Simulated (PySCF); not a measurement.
# C4H8F2Si (SMILES [CH2+][C]([SiH3])CC(F)F) (charge +1, doublet): what the fields show

The calculation's input:

```
{"job": {"kind": "epr", "basis": "pcH-1"}, "charge": 1, "multiplicity": 2}
C      1.007998    -1.563852     0.584789
C      0.489818    -0.585961    -0.091231
Si     1.452552     1.276129     0.155981
C     -0.729221    -0.431074    -0.903385
C     -1.781855     0.375101    -0.134850
F     -1.298770     1.626903     0.087451
F     -1.986137    -0.168094     1.077358
H      1.938189    -1.527642     1.129255
H      0.503482    -2.525079     0.665625
H      1.029750     2.038983    -1.013303
H      0.966574     1.648253     1.477409
H      2.816077     0.744402     0.060571
H     -1.131398    -1.427453    -1.123438
H     -0.535049     0.066412    -1.855880
H     -2.746424     0.460963    -0.655231
```

Launched as:

```sh
OMP_NUM_THREADS=1 python probes_run.py task.json out
```

Geometry: GFN2-xTB.

All numbers below come from PySCF 2.14.0, density-fitted response routines, UKS B3LYP, pcH-1 on C F H Si, non-relativistic, mean-field spin-orbit, GIAO.

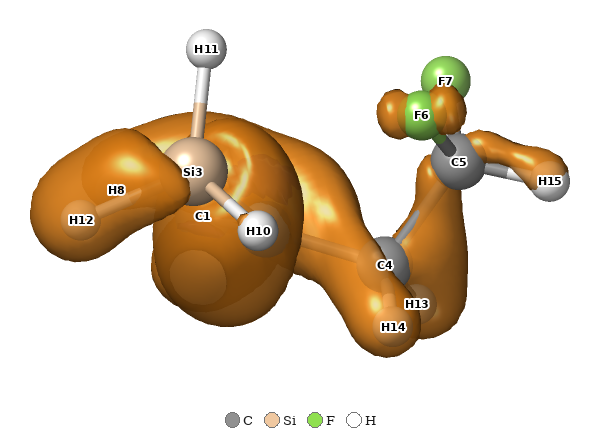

Figure 1. Isosurfaces of the spin density (α minus β) at +0.015 (orange) and −0.015 e/Å³ (purple), seen from one side.

Where is the unpaired spin?

The unpaired spin (1 electron) lies mostly on C2 (about 0.4), C1 (about 0.2), Si3 (about 0.2) and C4 (about 0.1), in electrons by Hirshfeld's partition.

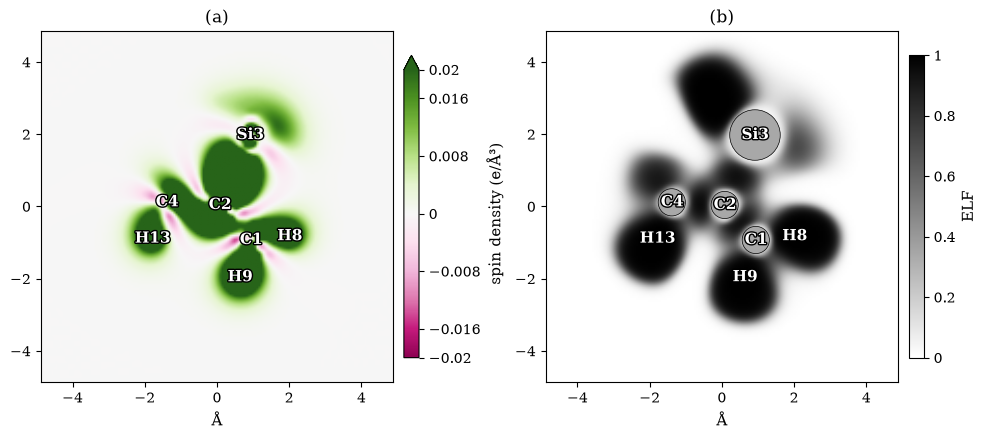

Figure 2. (a) spin density; (b) ELF on the plane of atoms C1, C2 and Si3. Grey discs cover the atomic cores in the ELF map.

Read the bonding off the picture.

Atoms in the plane: C, Si and H. C–C (1.30 Å): the ELF peaks at about 0.95 between the atoms (a multiple bond). C–Si (2.11 Å): the ELF peaks at about 0.95 between the atoms (localised, covalent bonding). C–H (1.08 Å): the ELF climbs to about 1 towards the hydrogen, as it does in any bond to H; an ordinary covalent bond to hydrogen. C–C (1.47 Å): the ELF peaks at about 0.95 between the atoms (a shared electron pair).
